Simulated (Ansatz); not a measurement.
**Computed frozen-phonon scan: LiCl (rock salt)**

Relaxed LiCl (rock salt):

```xyz
4
Lattice="0.0000 5.1504 5.1504 2.5752 2.5752 5.1504 2.5752 2.5752 0.0000" Properties=species:S:1:pos:R:3 pbc="T T T"
Cl     0.0000     0.0000     0.0000
Cl     2.5752     5.1504     7.7256
Li     2.5752     7.7256     7.7256
Li     2.5752     5.1504     5.1504
```

The atoms are displaced by Q × the pattern below (from a DFPT mode at X = (0.5, 0.5, 0.0), largest move 1; Q in Å), at fixed cell. It is one choice among 2 degenerate patterns. (q is in reciprocal vectors of the primitive cell; the cell shown is doubled to hold the pattern.)

```tsv
atom	x	y	z
Cl1	0.000	-1.000	0.000
Cl2	0.000	1.000	0.000
Li3	0.000	0.951	0.000
Li4	0.000	-0.951	0.000
```

Method: PBE (plane waves to 420 eV, PAW, scalar-relativistic; Ansatz, an electronic-structure program). k mesh 11×11×11 (Γ-centred), Fermi-Dirac smearing 0.05 eV. Energies are smeared free energies. LiCl was relaxed with its symmetry unable to fall. ΔE is measured from the undisplaced structure.

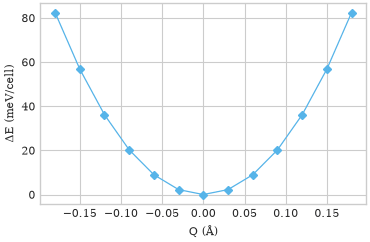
*ΔE (meV/cell) against Q (Å); one marker a computed point.*

The energy at Q = 0.180 Å is 82.4 meV/cell. Symmetry of the curve: even: the same for both signs. Harmonic wavenumber from the curvature (finite differences): 127 cm⁻¹. Shape of the curve: a single well with its minimum at or next to zero displacement. Wavenumber by perturbation theory (DFPT, on another k mesh): 127 cm⁻¹.

E″ = 4.96 eV/Å², M = Σ mᵢ|uᵢ|² = 83.4 u, ν̃ = 521.5·√(|E″|/M).

(A displaced cell: forces are minus the slopes of the energy, force constants its curvatures, and phonons follow from these.)
